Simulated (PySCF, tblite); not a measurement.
**C₆H₁₃B: a rotation path, then NMR shifts on frames**

How do NMR shifts of C₆H₁₃B (`CC[C@@H]1CBCC1`) change as the atoms move?

The runs use tblite 0.8.0 and PySCF 2.14.0, with density-fitted response routines of our own; the level of theory stands in each step. All values are computed, except where a source is named. Atoms count from 0, in the outputs and in this text.

**1. Starting geometry**

20 atoms, charge 0, multiplicity 1; geometry from: GFN2-xTB.

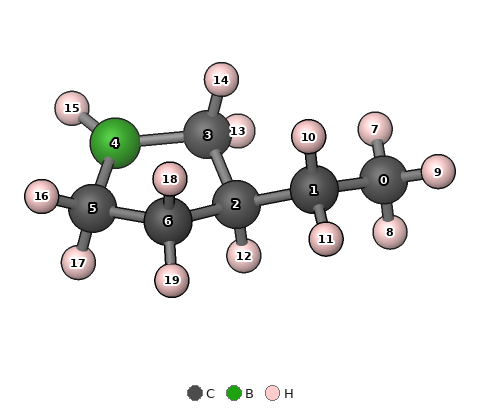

As it starts; carbon dark grey, boron green, hydrogen pink, atoms numbered.

**2. The rotation path with GFN2-xTB**

The job: settings as JSON, then the geometry in Å.

```
{"job": {"kind": "neb", "xc": "GFN2-xTB", "basis": "xTB", "atoms": [0, 1, 2, 3], "turn": 120}, "charge": 0, "multiplicity": 1}
C     -2.589615     0.164876     0.130909
C     -1.444013     0.369442    -0.853809
C     -0.148888    -0.301592    -0.400112
C      0.464459     0.304933     0.876470
B      2.006934     0.018752     0.773664
C      2.270618    -0.494434    -0.690089
C      0.967179    -0.200102    -1.448319
H     -2.355100     0.609355     1.094790
H     -2.777640    -0.896399     0.279897
H     -3.501478     0.624886    -0.243835
H     -1.266752     1.439874    -0.987821
H     -1.731959    -0.039550    -1.826068
H     -0.352372    -1.362194    -0.213543
H     -0.034304    -0.047633     1.779451
H      0.316489     1.390374     0.857853
H      2.802168     0.156852     1.617401
H      3.143088    -0.091438    -1.204874
H      2.425275    -1.577597    -0.646369
H      0.999273     0.819128    -1.840206
H      0.801491    -0.876854    -2.287515
```

Level: GFN2-xTB climbing-image nudged elastic band, gas phase.

On the command line:

```sh
OMP_NUM_THREADS=1 python probes_run.py task.json out
```

One launch serves the whole session: the jobs run in the order shown.

Standard output:

```text
image   E - E0 / eV
  0       0.0000
  1       0.0242
  2       0.0913
  3       0.1622
  4       0.1909
  5       0.1659
  6       0.1137
  7       0.0774
  8       0.0624
```

Run time: 4.9 s. Hardware: 1 thread of Intel Xeon Platinum 8375C at 2.90GHz, shared host; peak memory 0.19 GiB.

The final band, with the dihedral C0–C1–C2–C3:

| image | dihedral (°) | energy (eV) | energy (kcal/mol) |
| --- | --- | --- | --- |
| 0 | -66 | 0.000 | 0.0 |
| 1 | -50 | 0.024 | 0.6 |
| 2 | -35 | 0.091 | 2.1 |
| 3 | -18 | 0.162 | 3.7 |
| 4 | -1 | 0.191 | 4.4 |
| 5 | 16 | 0.166 | 3.8 |
| 6 | 32 | 0.114 | 2.6 |
| 7 | 47 | 0.077 | 1.8 |
| 8 | 59 | 0.062 | 1.4 |

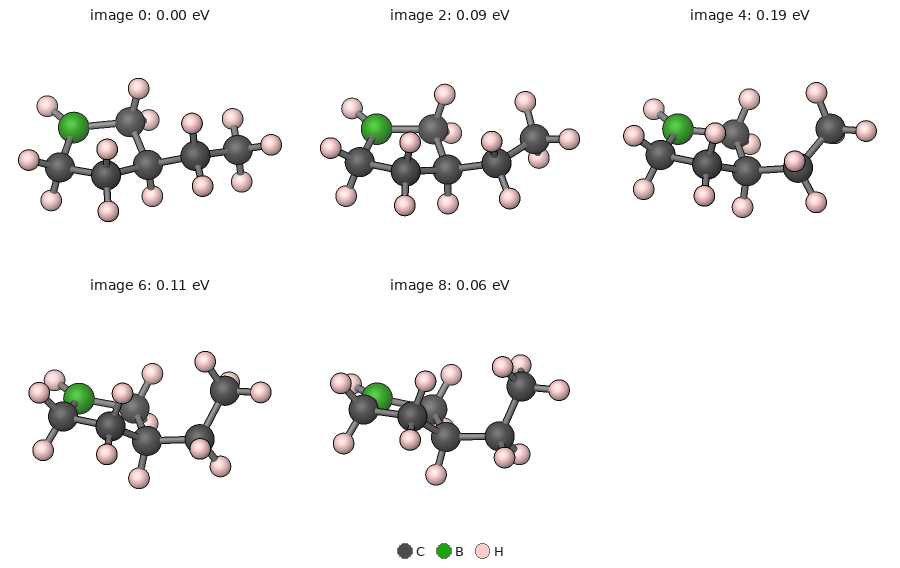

Images along the band.

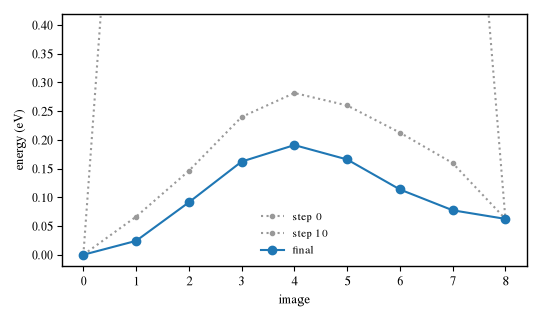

Energy along the band, early and final.

**3. Shielding tensors: image 0, PBE0/pcSseg-1**

The job: settings as JSON, then the geometry in Å.

```
{"job": {"kind": "nmr", "xc": "PBE0", "basis": "pcSseg-1", "pop": false}, "charge": 0, "multiplicity": 1}
C     -2.589600     0.164900     0.130900
C     -1.444000     0.369400    -0.853800
C     -0.148900    -0.301600    -0.400100
C      0.464500     0.304900     0.876500
B      2.006900     0.018800     0.773700
C      2.270600    -0.494400    -0.690100
C      0.967200    -0.200100    -1.448300
H     -2.355100     0.609400     1.094800
H     -2.777600    -0.896400     0.279900
H     -3.501500     0.624900    -0.243800
H     -1.266800     1.439900    -0.987800
H     -1.732000    -0.039600    -1.826100
H     -0.352400    -1.362200    -0.213500
H     -0.034300    -0.047600     1.779500
H      0.316500     1.390400     0.857900
H      2.802200     0.156900     1.617400
H      3.143100    -0.091400    -1.204900
H      2.425300    -1.577600    -0.646400
H      0.999300     0.819100    -1.840200
H      0.801500    -0.876900    -2.287500
```

With the program's defaults for keys left out, this is: GIAO PBE0/pcSseg-1 NMR shielding, non-relativistic, gas phase.

Standard output:

```text
coarse grid: 15664 points
cycle   1  E = -260.8402109526  dE =  6.373e-01  |g| = 4.857e-01  |ddm| = 3.760e+00
cycle   2  E = -260.8224520967  dE =  1.776e-02  |g| = 5.631e-01  |ddm| = 9.705e-01
cycle   3  E = -260.9060425829  dE = -8.359e-02  |g| = 4.152e-02  |ddm| = 5.683e-01
cycle   4  E = -260.9063510842  dE = -3.085e-04  |g| = 2.068e-02  |ddm| = 6.045e-02
cycle   5  E = -260.9064484923  dE = -9.741e-05  |g| = 5.093e-03  |ddm| = 2.085e-02
cycle   6  E = -260.9064546293  dE = -6.137e-06  |g| = 5.129e-04  |ddm| = 4.753e-03
final grid: 148296 points
cycle   7  E = -260.9478452512  dE = -5.744e-05  |g| = 9.545e-03  |ddm| = 3.619e-02
cycle   8  E = -260.9478354696  dE =  9.782e-06  |g| = 1.144e-02  |ddm| = 1.941e-02
cycle   9  E = -260.9478694401  dE = -3.397e-05  |g| = 6.095e-04  |ddm| = 1.073e-02
cycle  10  E = -260.9478695177  dE = -7.759e-08  |g| = 2.381e-04  |ddm| = 8.258e-04
cycle  11  E = -260.9478695310  dE = -1.334e-08  |g| = 4.248e-05  |ddm| = 2.051e-04
cycle  12  E = -260.9478695315  dE = -4.251e-10  |g| = 9.340e-06  |ddm| = 5.039e-05
converged SCF energy = -260.9478695315

GIAO shielding tensors (ppm)
atom      isotropic    diamagn.    paramagn.     s11        s22        s33       span
  0 C      170.730     246.407     -75.678    158.570    166.984    186.635     28.066
  1 C      151.429     246.520     -95.091    135.688    148.845    169.753     34.065
  2 C      138.790     250.249    -111.459    115.253    136.101    165.016     49.762
  3 C      147.049     251.584    -104.535    124.573    150.301    166.273     41.699
  4 B        4.052     189.597    -185.545    -71.056    -29.148    112.361    183.417
  5 C      152.765     253.768    -101.003    139.091    151.294    167.910     28.819
  6 C      148.132     249.131    -100.998    118.699    150.987    174.710     56.011
  7 H       30.481      30.556      -0.075     25.510     30.300     35.634     10.124
  8 H       30.858      30.029       0.829     26.792     28.802     36.979     10.187
  9 H       30.468      27.833       2.635     25.793     27.554     38.058     12.266
 10 H       30.740      32.230      -1.490     26.670     30.600     34.950      8.280
 11 H       29.780      31.457      -1.677     24.173     29.937     35.231     11.057
 12 H       30.164      34.945      -4.781     26.916     29.438     34.138      7.222
 13 H       29.490      31.940      -2.449     24.824     28.760     34.886     10.062
 14 H       31.340      31.934      -0.594     27.034     29.744     37.241     10.207
 15 H       23.303      29.430      -6.127     17.887     25.199     26.823      8.936
 16 H       29.739      29.238       0.501     24.725     28.253     36.239     11.514
 17 H       30.603      30.265       0.339     25.127     28.906     37.777     12.650
 18 H       30.574      32.746      -2.171     25.540     31.052     35.130      9.590
 19 H       29.548      31.948      -2.400     24.665     28.650     35.328     10.663
```

Wall time 37 s (1 thread of Intel Xeon Platinum 8375C at 2.90GHz, shared host); peak memory 0.85 GiB.

Shifts follow as δ = σ(reference) − σ, with reference shieldings (ppm) from runs at the same level and on the same kind of geometry: ¹H TMS 31.72, ¹³C TMS 186.9, ¹¹B BF3·OEt2 100.1. The references are single molecules in the gas phase. Each atom is listed at this fixed geometry, with no averaging over motion; a spectrum would average atoms that exchange fast.

| atoms | environment | σ (ppm) | δ (ppm) |
| --- | --- | --- | --- |
| C2 | sp3 CH in a ring | 138.8 | 48.1 |
| C3 | sp3 CH2 bonded to B | 147.0 | 39.9 |
| C6 | sp3 CH2 in a ring | 148.1 | 38.8 |
| C1 | sp3 CH2 | 151.4 | 35.5 |
| C5 | sp3 CH2 bonded to B | 152.8 | 34.2 |
| C0 | methyl carbon | 170.7 | 16.2 |
| H15 | hydrogen on a boron bonded to 2 C, in a 5-membered ring | 23.30 | 8.41 |
| H13 | hydrogen on an sp3 CH2 bonded to B | 29.49 | 2.23 |
| H19 | hydrogen on an sp3 CH2 in a ring | 29.55 | 2.17 |
| H16 | hydrogen on an sp3 CH2 bonded to B | 29.74 | 1.98 |
| H11 | hydrogen on an sp3 CH2 | 29.78 | 1.94 |
| H12 | hydrogen on an sp3 CH in a ring | 30.16 | 1.55 |
| H9 | hydrogen on a methyl carbon | 30.47 | 1.25 |
| H7 | hydrogen on a methyl carbon | 30.48 | 1.24 |
| H18 | hydrogen on an sp3 CH2 in a ring | 30.57 | 1.14 |
| H17 | hydrogen on an sp3 CH2 bonded to B | 30.60 | 1.11 |
| H10 | hydrogen on an sp3 CH2 | 30.74 | 0.98 |
| H8 | hydrogen on a methyl carbon | 30.86 | 0.86 |
| H14 | hydrogen on an sp3 CH2 bonded to B | 31.34 | 0.38 |
| B4 | boron bonded to 2 C, H, in a 5-membered ring | 4.1 | 96.0 |

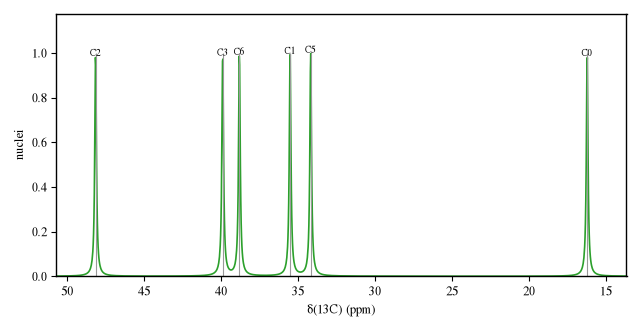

¹³C lines at the computed shifts, without couplings. Lines are broadened to a width of 0.13 ppm (Lorentzian).

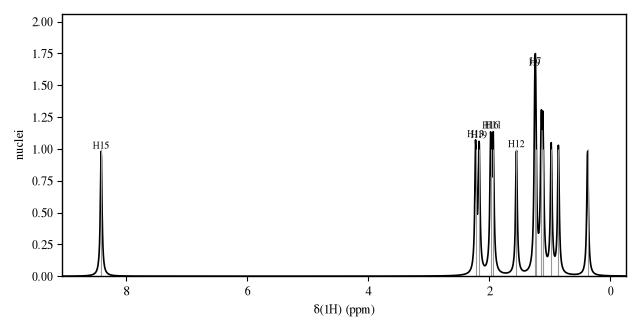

¹H lines at the computed shifts, without couplings. Lines are broadened to a width of 0.03 ppm (Lorentzian).

Ring of atoms C2, C3, B4, C5, C6: NICS(0) 1.1, NICS(1) -3.1, NICS(1)zz -2.3 ppm (means of both faces).

**4. Shielding tensors: image 2, PBE0/pcSseg-1**

The job: settings as JSON, then the geometry in Å.

```
{"job": {"kind": "nmr", "xc": "PBE0", "basis": "pcSseg-1", "pop": false}, "charge": 0, "multiplicity": 1}
C     -2.474300     0.431400     0.203200
C     -1.492000     0.160600    -0.932100
C     -0.151200    -0.432300    -0.478000
C      0.363300     0.063000     0.886600
B      1.926200    -0.076300     0.823700
C      2.291900    -0.363000    -0.678900
C      0.989300    -0.105500    -1.452200
H     -2.111100     1.223900     0.853100
H     -2.628900    -0.462000     0.802800
H     -3.432900     0.747000    -0.203400
H     -1.308800     1.098700    -1.462100
H     -1.955900    -0.527300    -1.643900
H     -0.251500    -1.522700    -0.420800
H     -0.135600    -0.438100     1.715800
H      0.134900     1.128500     0.990500
H      2.668700     0.023200     1.718700
H      3.126900     0.203500    -1.091800
H      2.578300    -1.415100    -0.774100
H      0.941100     0.954300    -1.714400
H      0.916700    -0.681000    -2.374800
```

Level: GIAO PBE0/pcSseg-1 NMR shielding, non-relativistic, gas phase.

Standard output:

```text
coarse grid: 15664 points
cycle   1  E = -260.8362256679  dE =  6.404e-01  |g| = 4.856e-01  |ddm| = 3.776e+00
cycle   2  E = -260.8183177663  dE =  1.791e-02  |g| = 5.639e-01  |ddm| = 9.722e-01
cycle   3  E = -260.9019028605  dE = -8.359e-02  |g| = 4.244e-02  |ddm| = 5.708e-01
cycle   4  E = -260.9022345886  dE = -3.317e-04  |g| = 1.999e-02  |ddm| = 6.111e-02
cycle   5  E = -260.9023245467  dE = -8.996e-05  |g| = 5.448e-03  |ddm| = 2.057e-02
cycle   6  E = -260.9023315754  dE = -7.029e-06  |g| = 5.688e-04  |ddm| = 5.195e-03
final grid: 148296 points
cycle   7  E = -260.9438050447  dE = -6.271e-05  |g| = 9.650e-03  |ddm| = 4.034e-02
cycle   8  E = -260.9437948235  dE =  1.022e-05  |g| = 1.163e-02  |ddm| = 1.977e-02
cycle   9  E = -260.9438297613  dE = -3.494e-05  |g| = 6.032e-04  |ddm| = 1.092e-02
cycle  10  E = -260.9438298383  dE = -7.705e-08  |g| = 2.357e-04  |ddm| = 8.069e-04
cycle  11  E = -260.9438298514  dE = -1.308e-08  |g| = 4.693e-05  |ddm| = 2.134e-04
cycle  12  E = -260.9438298519  dE = -5.202e-10  |g| = 9.613e-06  |ddm| = 5.544e-05
converged SCF energy = -260.9438298519

GIAO shielding tensors (ppm)
atom      isotropic    diamagn.    paramagn.     s11        s22        s33       span
  0 C      171.971     246.854     -74.883    161.469    170.437    184.008     22.539
  1 C      155.111     245.984     -90.873    135.925    155.140    174.268     38.343
  2 C      142.025     249.810    -107.785    113.869    146.576    165.629     51.760
  3 C      148.895     251.800    -102.905    130.038    151.224    165.423     35.385
  4 B        4.285     189.375    -185.090    -71.535    -29.168    113.559    185.094
  5 C      152.785     253.541    -100.757    139.179    150.835    168.341     29.162
  6 C      146.112     249.334    -103.223    115.883    147.972    174.480     58.598
  7 H       30.525      30.717      -0.192     25.861     30.276     35.437      9.576
  8 H       30.857      30.343       0.514     26.766     28.856     36.948     10.181
  9 H       30.593      27.788       2.805     25.666     27.870     38.245     12.578
 10 H       30.612      31.880      -1.268     25.177     31.498     35.160      9.983
 11 H       29.653      30.917      -1.264     24.394     29.066     35.498     11.103
 12 H       29.813      34.267      -4.453     26.984     27.949     34.507      7.522
 13 H       29.761      32.174      -2.413     25.279     28.731     35.272      9.993
 14 H       31.098      32.321      -1.223     26.676     29.928     36.690     10.014
 15 H       23.322      29.440      -6.118     17.826     25.266     26.875      9.049
 16 H       29.732      29.273       0.459     24.740     28.259     36.196     11.456
 17 H       30.565      29.997       0.568     25.074     28.787     37.833     12.760
 18 H       30.691      32.859      -2.168     25.751     31.167     35.155      9.404
 19 H       29.391      31.749      -2.358     24.545     28.617     35.013     10.468
```

Wall time 38 s (1 thread of Intel Xeon Platinum 8375C at 2.90GHz, shared host); peak memory 0.87 GiB.

In short: δ C2 44.9, C6 40.8, C3 38.0, C5 34.1, H15 8.39, H19 2.33 ppm.

(Part 1 of 2 ends here.)
